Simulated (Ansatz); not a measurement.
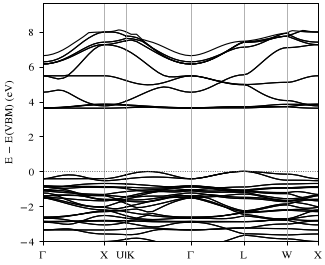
Figure. Band structure from plane-wave PAW r²SCAN with spin–orbit coupling (Ansatz code)

Problem. Read off the gap and where the band edges lie.

Solution. About 3.6 eV (3.62 eV by a search for the band edges); maximum at L, minimum at X.

The material is Cs2ScAgCl6 in space group Fm-3m (No. 225; Cs on 8c, Sc on 4a, Ag on 4b, Cl on 24e).

The workflow started from a Materials Project entry (that database holds measured and hypothetical structures alike); the Crystallography Open Database copy checked does not list it. Whether it is the stable phase at ambient conditions was not checked. Symmetry was held in the r²SCAN relaxation; its stability against distortions is not shown here. The run is not spin-polarised.

Potentials: the later of the program's two PAW sets.
